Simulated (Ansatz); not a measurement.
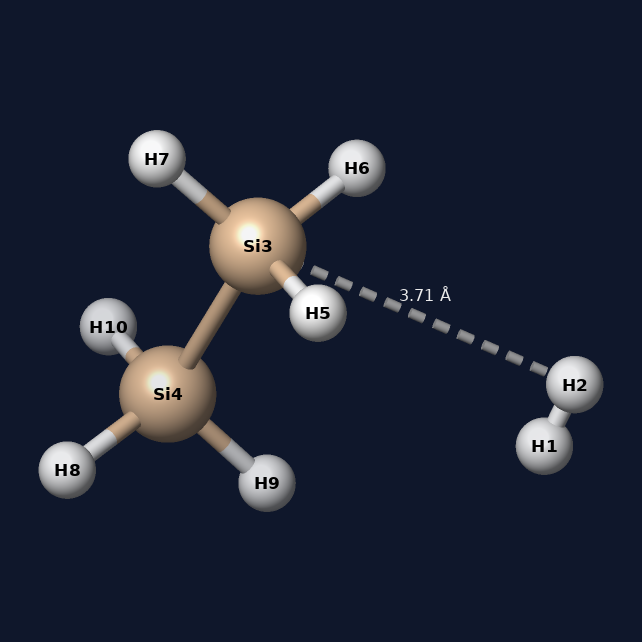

Two molecules or ions; the broken line marks their closest contact (measured against van der Waals radii). Geometry: a pair of rigid molecules at a changed separation. Program: Ansatz 0.2.0.

**Which two species are they?**

H2 and Si2H6 (`[H][H].[SiH3][SiH3]`).

Give the counterpoise-corrected interaction energy (kcal/mol, monomers kept as in the pair) with RHF-CCSD(T) (frozen core)/def2-TZVPPD.

```
                                level  interaction energy (kcal/mol)
RHF-CCSD(T) (frozen core)/def2-TZVPPD                           −0.4
```
